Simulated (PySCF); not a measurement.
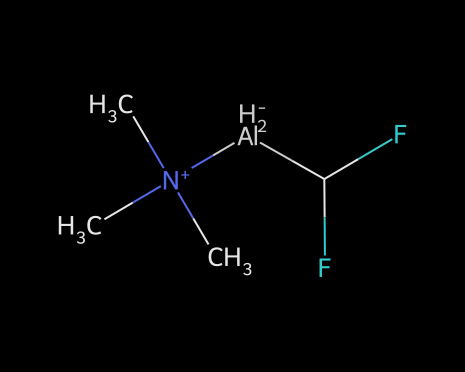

Source: calculation with PySCF.

2D structure.

Give its SMILES.

Answer. C[N+](C)(C)[AlH2-][CH](F)F

Give the formula, hydrogens included.

Answer. C4H12AlF2N.
